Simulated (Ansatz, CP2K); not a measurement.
# How methods differ on PH3 (phosphine)

PH3 has 4 atoms, charge 0, and is taken as a singlet. As SMILES, `P`. The shape is that of a PBE0-D4/def2-TZVP optimisation.

Quantity: the vertical electron affinity (to the doublet anion), in eV. The values are calculated.

The electron affinity is E(neutral) − E(anion): positive where the electron is bound.

| level | kind | program | value (eV) | CPU time (all runs) |
| --- | --- | --- | --- | --- |
| MNDO | semi-empirical | CP2K | -1.27 | under 2 s |
| HF/pcseg-0 | Hartree–Fock | Ansatz | -4.42 | 0.21 s |
| HF/pcseg-1 | Hartree–Fock | Ansatz | -3.58 | 1.2 s |
| HF/pcseg-2 | Hartree–Fock | Ansatz | -2.83 | 1.1 s |
| HF/pcseg-3 | Hartree–Fock | Ansatz | -1.95 | 7.7 s |
| r2SCAN/def2-SV(P) | meta-GGA | Ansatz | -3.46 | 7.7 s |
| r2SCAN/def2-SVP | meta-GGA | Ansatz | -3.46 | 8.3 s |
| r2SCAN/def2-TZVP | meta-GGA | Ansatz | -2.70 | 31 s |
| r2SCAN/def2-TZVPP | meta-GGA | Ansatz | -2.65 | 38 s |
| r2SCAN/def2-QZVP | meta-GGA | Ansatz | -1.93 | 17 s |

The values span -4.42 to -1.27 eV. Negative values mean that the anion is unbound at that level; they are set by how diffuse the basis is and aren't properties of the molecule. CPU times are rough (shared hosts, several kinds of processor): they show what a rung costs within a factor of a few.

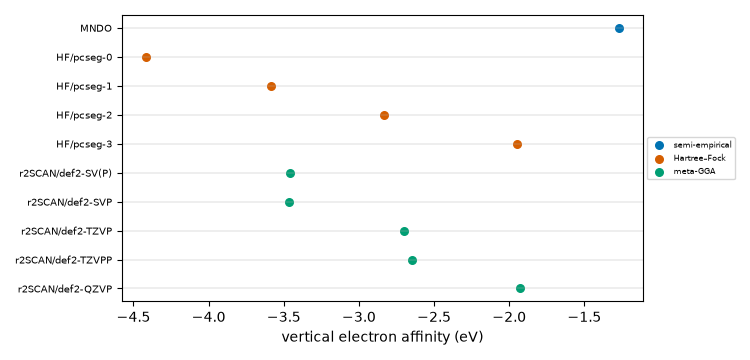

The values of the table, level by level.
